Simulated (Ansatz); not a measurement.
## Run report: C₂H₅BS, geometry relaxation (part 2 of 2)

The same run, continued: C₂H₅BS; UKS B3LYP-D4/def2-SVP (Ansatz 0.2.0). It belongs to a series of runs on one base structure; here: end point B relaxed.

Geometry of the input (Å):
```
S  -0.4258  0.3142  -1.8650
C  0.1867  0.5202  -0.1944
B  1.0449  -0.7486  0.2227
C  -0.3245  -0.3858  0.7865
H  -1.5082  1.2681  -1.6330
H  0.5290  -0.3172  -2.6358
H  2.0754  -1.4178  0.1894
H  -1.1359  -1.0848  0.4179
H  -0.3840  -0.0305  1.8857
```

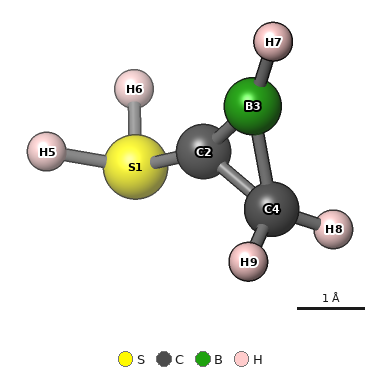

The geometry at step 15 of the log (ball-and-stick view, seen at a tilt; atoms are numbered from 1 in the order of the input).

## Trajectory as extended XYZ, continued
```
9
Properties=species:S:1:pos:R:3:forces:R:3 step=6 energy=-13658.33104
S    -0.6667    0.1703   -1.8668    0.1697   0.3769   0.1422
C     0.0919    0.1087   -0.3334   -0.0189  -0.0090  -0.3271
B     1.0781   -0.7411    0.2638    0.3389  -0.1567  -0.0365
C    -0.3139   -0.5229    0.9840   -0.2450  -0.1466  -0.1587
H    -1.1144    1.4925   -2.1748    0.2720  -0.3413   0.0663
H     0.4078    0.2927   -2.7278   -0.3859  -0.0413   0.2757
H     2.0503   -1.4491    0.1765   -0.1154   0.2219   0.0316
H    -1.0013   -1.3908    1.0179   -0.0111   0.0361   0.0507
H    -0.4742    0.1574    1.8346   -0.0044   0.0601  -0.0441
9
Properties=species:S:1:pos:R:3:forces:R:3 step=7 energy=-13658.36962
S    -0.7375    0.2059   -1.7926    0.3578   0.4378  -0.2082
C     0.1077    0.1079   -0.3371   -0.2728  -0.4120  -0.0897
B     1.1048   -0.7315    0.2555   -0.1813   0.1368   0.2351
C    -0.3378   -0.5506    0.9447    0.3647   0.2022   0.2438
H    -0.9443    1.5631   -2.1256   -0.0450  -0.1559  -0.0476
H     0.2806    0.1399   -2.7060   -0.2213  -0.0291  -0.1428
H     2.1274   -1.3477    0.1819   -0.0097  -0.0005   0.0404
H    -1.0125   -1.4249    0.9828   -0.0352   0.0086  -0.1129
H    -0.5310    0.1557    1.7703    0.0429  -0.1879   0.0818
9
Properties=species:S:1:pos:R:3:forces:R:3 step=8 energy=-13658.41016
S    -0.7413    0.2599   -1.8109   -0.1991   0.0965  -0.0223
C     0.0800    0.0604   -0.3545    0.1840   0.0709  -0.1693
B     1.1008   -0.7125    0.2805    0.1898  -0.1090   0.0685
C    -0.3289   -0.5636    0.9600   -0.1110  -0.1988  -0.0683
H    -0.8710    1.6155   -2.1563    0.0615   0.0136   0.0073
H     0.1742    0.0958   -2.8224   -0.0112  -0.0342   0.2140
H     2.1487   -1.2961    0.2794   -0.0612   0.0674  -0.0381
H    -1.0096   -1.4343    0.9698    0.0434  -0.0638   0.1083
H    -0.4953    0.0927    1.8284   -0.0962   0.1574  -0.1000
9
Properties=species:S:1:pos:R:3:forces:R:3 step=9 energy=-13658.43966
S    -0.7912    0.3266   -1.7807    0.0475   0.0057  -0.0182
C     0.0581    0.0092   -0.3707   -0.1622  -0.0230  -0.0897
B     1.1035   -0.6959    0.2962    0.2652  -0.0062  -0.1396
C    -0.3423   -0.5940    0.9539   -0.0263   0.0352   0.0838
H    -0.6824    1.6770   -2.1436    0.0066  -0.0008   0.0264
H     0.0621   -0.0047   -2.8002   -0.0468   0.0128  -0.1048
H     2.1870   -1.2060    0.2421   -0.0467   0.0101   0.1622
H    -0.9592   -1.5084    1.0132   -0.0657   0.0078  -0.0209
H    -0.5780    0.1140    1.7638    0.0285  -0.0416   0.1009
9
Properties=species:S:1:pos:R:3:forces:R:3 step=10 energy=-13658.45253
S    -0.8124    0.3617   -1.7806   -0.1233   0.0557  -0.1430
C     0.0298   -0.0393   -0.3963    0.1293  -0.1177   0.0504
B     1.1059   -0.6909    0.2774    0.3682  -0.1285   0.1256
C    -0.3524   -0.6077    0.9466    0.1320  -0.0477   0.0052
H    -0.5794    1.6944   -2.1273   -0.0146   0.0873  -0.0269
H    -0.0318   -0.0278   -2.8412   -0.0277  -0.0223  -0.0280
H     2.2326   -1.1478    0.3068   -0.4447   0.1647   0.0295
H    -0.9603   -1.5268    1.0275   -0.0209   0.0122  -0.0151
H    -0.5744    0.1021    1.7610    0.0017  -0.0037   0.0023
9
Properties=species:S:1:pos:R:3:forces:R:3 step=11 energy=-13658.46281
S    -0.8253    0.3920   -1.7778    0.1208   0.0599  -0.0431
C     0.0302   -0.0670   -0.4087    0.1053  -0.0931  -0.0811
B     1.1154   -0.6889    0.2856    0.1682  -0.0406   0.0376
C    -0.3458   -0.6217    0.9427   -0.0034   0.0025  -0.0360
H    -0.5230    1.7212   -2.1265   -0.0152  -0.1494  -0.0120
H    -0.1063   -0.0557   -2.8720   -0.1088   0.1096   0.1260
H     2.2448   -1.1142    0.3552   -0.2886   0.1088  -0.0061
H    -0.9528   -1.5419    1.0262    0.0141   0.0110   0.0033
H    -0.5796    0.0941    1.7492    0.0076  -0.0087   0.0113
9
Properties=species:S:1:pos:R:3:forces:R:3 step=12 energy=-13658.47317
S    -0.8319    0.4205   -1.7642    0.0112   0.0057   0.0359
C     0.0343   -0.1123   -0.4325   -0.0697   0.0166  -0.0430
B     1.1211   -0.6856    0.2916    0.1028  -0.0651   0.0633
C    -0.3460   -0.6321    0.9315    0.0024  -0.0025  -0.0314
H    -0.4456    1.7166   -2.1187   -0.0005   0.0047  -0.0114
H    -0.1953   -0.0565   -2.8875   -0.0127   0.0051  -0.0278
H     2.2509   -1.0676    0.3973   -0.0336   0.0270   0.0060
H    -0.9403   -1.5578    1.0298   -0.0022  -0.0098   0.0022
H    -0.5897    0.0927    1.7267    0.0022   0.0182   0.0063
9
Properties=species:S:1:pos:R:3:forces:R:3 step=13 energy=-13658.47569
S    -0.8339    0.4408   -1.7542   -0.0123   0.0056  -0.0040
C     0.0330   -0.1408   -0.4458    0.0243  -0.0104  -0.0009
B     1.1247   -0.6892    0.2959   -0.0170   0.0224   0.0056
C    -0.3467   -0.6411    0.9248   -0.0083  -0.0131   0.0046
H    -0.3932    1.7169   -2.1153    0.0080  -0.0001  -0.0044
H    -0.2570   -0.0597   -2.9021   -0.0087   0.0032  -0.0059
H     2.2620   -1.0321    0.4260    0.0152  -0.0045   0.0028
H    -0.9354   -1.5691    1.0330   -0.0065  -0.0056   0.0028
H    -0.5958    0.0920    1.7117    0.0054   0.0026  -0.0006
9
Properties=species:S:1:pos:R:3:forces:R:3 step=14 energy=-13658.46566 accepted=F
S    -0.8269    0.4406   -1.7531   -0.0793   0.0280   0.0299
C     0.0438   -0.1515   -0.4523   -0.2345   0.1604   0.0565
B     1.1316   -0.6605    0.3124    0.0624  -0.4105  -0.0293
C    -0.3512   -0.6484    0.9215    0.1226   0.1167  -0.0309
H    -0.3901    1.7168   -2.1164    0.0204  -0.0075   0.0074
H    -0.2750   -0.0570   -2.9123    0.0452  -0.0208  -0.0374
H     2.2591   -1.0366    0.4293    0.0670   0.0982   0.0668
H    -0.9471   -1.5726    1.0348    0.0947   0.0076  -0.0289
H    -0.5866    0.0870    1.7101   -0.0984   0.0279  -0.0342
9
Properties=species:S:1:pos:R:3:forces:R:3 step=15 energy=-13658.47609
S    -0.8349    0.4462   -1.7513    0.0058   0.0077  -0.0128
C     0.0331   -0.1472   -0.4488    0.0100  -0.0027   0.0058
B     1.1258   -0.6875    0.2978   -0.0069   0.0004  -0.0022
C    -0.3473   -0.6441    0.9234   -0.0024  -0.0001   0.0045
H    -0.3787    1.7158   -2.1162    0.0027  -0.0032   0.0048
H    -0.2732   -0.0599   -2.9050   -0.0121  -0.0026  -0.0016
H     2.2652   -1.0239    0.4323    0.0015   0.0050   0.0028
H    -0.9349   -1.5727    1.0337    0.0006  -0.0017  -0.0004
H    -0.5975    0.0911    1.7081    0.0007  -0.0026  -0.0009
9
Properties=species:S:1:pos:R:3:forces:R:3 step=16 energy=-13658.47571 accepted=F
S    -0.8355    0.4788   -1.7372    0.0797  -0.0169  -0.0265
C     0.0336   -0.1812   -0.4664   -0.0304   0.0239   0.0315
B     1.1295   -0.6863    0.3021   -0.0282   0.0326  -0.0274
C    -0.3488   -0.6556    0.9134   -0.0020  -0.0217   0.0166
H    -0.2963    1.7139   -2.1105   -0.0124  -0.0893  -0.0306
H    -0.3666   -0.0742   -2.9176   -0.0230   0.0851   0.0493
H     2.2774   -0.9727    0.4684    0.0209  -0.0079  -0.0063
H    -0.9255   -1.5897    1.0316   -0.0098  -0.0018   0.0016
H    -0.6101    0.0849    1.6902    0.0052  -0.0039  -0.0083
9
Properties=species:S:1:pos:R:3:forces:R:3 step=17 energy=-13658.47675
S    -0.8348    0.4632   -1.7436    0.0171   0.0222  -0.0199
C     0.0325   -0.1549   -0.4518    0.0109  -0.0024   0.0031
B     1.1271   -0.6843    0.3010    0.0031   0.0028  -0.0121
C    -0.3488   -0.6511    0.9207    0.0023   0.0037   0.0077
H    -0.3361    1.7121   -2.1232   -0.0043  -0.0270   0.0153
H    -0.3192   -0.0677   -2.9102   -0.0093  -0.0014   0.0127
H     2.2721   -0.9995    0.4460   -0.0211   0.0056  -0.0010
H    -0.9323   -1.5826    1.0295    0.0062   0.0024  -0.0020
H    -0.6030    0.0825    1.7058   -0.0048  -0.0060  -0.0038
9
Properties=species:S:1:pos:R:3:forces:R:3 step=18 energy=-13658.47710
S    -0.8350    0.4820   -1.7351    0.0631   0.0195  -0.0386
C     0.0321   -0.1596   -0.4542   -0.0063   0.0012   0.0047
B     1.1286   -0.6788    0.3034   -0.0106   0.0087  -0.0168
C    -0.3496   -0.6574    0.9177    0.0021   0.0087   0.0097
H    -0.2900    1.7065   -2.1294   -0.0209  -0.0624   0.0142
H    -0.3664   -0.0785   -2.9116   -0.0207   0.0280   0.0318
H     2.2768   -0.9764    0.4572   -0.0096   0.0033  -0.0009
H    -0.9258   -1.5936    1.0236    0.0021   0.0027  -0.0045
H    -0.6130    0.0736    1.7025    0.0008  -0.0097   0.0004
9
Properties=species:S:1:pos:R:3:forces:R:3 step=19 energy=-13658.47730
S    -0.8346    0.4868   -1.7333    0.0574   0.0205  -0.0268
C     0.0319   -0.1586   -0.4538   -0.0162   0.0057   0.0011
B     1.1285   -0.6765    0.3039   -0.0010   0.0037  -0.0108
C    -0.3501   -0.6588    0.9173    0.0035   0.0014   0.0052
H    -0.2771    1.7024   -2.1327   -0.0200  -0.0486   0.0119
H    -0.3791   -0.0806   -2.9117   -0.0160   0.0178   0.0255
H     2.2774   -0.9699    0.4595   -0.0080   0.0019  -0.0016
H    -0.9247   -1.5962    1.0203    0.0031   0.0012  -0.0013
H    -0.6145    0.0691    1.7045   -0.0027  -0.0035  -0.0034
9
Properties=species:S:1:pos:R:3:forces:R:3 step=20 energy=-13658.47767
S    -0.8314    0.5031   -1.7272    0.0131  -0.0033   0.0075
C     0.0318   -0.1514   -0.4499   -0.0286   0.0128  -0.0188
B     1.1290   -0.6686    0.3058    0.0213  -0.0071   0.0102
C    -0.3509   -0.6630    0.9169   -0.0026   0.0024  -0.0055
H    -0.2404    1.6915   -2.1446   -0.0007  -0.0147   0.0054
H    -0.4167   -0.0899   -2.9085   -0.0020   0.0061   0.0013
H     2.2793   -0.9549    0.4633   -0.0036   0.0032   0.0001
H    -0.9182   -1.6058    1.0103   -0.0004   0.0020  -0.0013
H    -0.6249    0.0567    1.7080    0.0035  -0.0015   0.0012
9
Properties=species:S:1:pos:R:3:forces:R:3 step=21 energy=-13658.47777
S    -0.8307    0.5133   -1.7229    0.0194  -0.0053  -0.0004
C     0.0306   -0.1520   -0.4502   -0.0167   0.0033  -0.0138
B     1.1293   -0.6652    0.3067    0.0076   0.0039   0.0091
C    -0.3517   -0.6663    0.9155    0.0002  -0.0046  -0.0062
H    -0.2132    1.6831   -2.1486   -0.0038  -0.0064  -0.0016
H    -0.4437   -0.0932   -2.9091   -0.0052   0.0083   0.0134
H     2.2815   -0.9405    0.4688   -0.0021  -0.0010  -0.0022
H    -0.9151   -1.6117    1.0057   -0.0008   0.0009   0.0013
H    -0.6294    0.0502    1.7083    0.0012   0.0008   0.0005
9
Properties=species:S:1:pos:R:3:forces:R:3 step=22 energy=-13658.47781
S    -0.8296    0.5222   -1.7192    0.0201   0.0107  -0.0008
C     0.0301   -0.1514   -0.4499   -0.0003  -0.0004  -0.0051
B     1.1299   -0.6608    0.3085   -0.0062  -0.0036  -0.0028
C    -0.3525   -0.6694    0.9142    0.0054   0.0001   0.0010
H    -0.1916    1.6768   -2.1548   -0.0111  -0.0153   0.0044
H    -0.4660   -0.0963   -2.9073   -0.0020   0.0030   0.0043
H     2.2833   -0.9302    0.4728   -0.0044   0.0037  -0.0006
H    -0.9126   -1.6170    1.0012    0.0006   0.0013   0.0000
H    -0.6334    0.0439    1.7087   -0.0022   0.0005  -0.0006
9
Properties=species:S:1:pos:R:3:forces:R:3 step=23 energy=-13658.47783
S    -0.8289    0.5246   -1.7182    0.0042  -0.0069   0.0047
C     0.0300   -0.1527   -0.4506    0.0047  -0.0040  -0.0015
B     1.1300   -0.6611    0.3084   -0.0082   0.0048  -0.0020
C    -0.3525   -0.6703    0.9136    0.0024   0.0007   0.0026
H    -0.1865    1.6747   -2.1550    0.0010   0.0031  -0.0030
H    -0.4716   -0.0964   -2.9070   -0.0015   0.0030   0.0008
H     2.2840   -0.9264    0.4742   -0.0027  -0.0001  -0.0010
H    -0.9125   -1.6180    1.0008    0.0005   0.0008  -0.0006
H    -0.6344    0.0433    1.7077   -0.0003  -0.0013   0.0001
```

## Summary

| quantity | value |
| --- | --- |
| outcome | converged |
| total energy | −13658.4781 eV |
| mean-field energy | −13658.2026 eV |
| largest force (length of the vector) at the end | 0.010 eV/Å |
| wall time | 68 s (CPU time 2.2 min) |
| peak memory | 0.24 GiB |
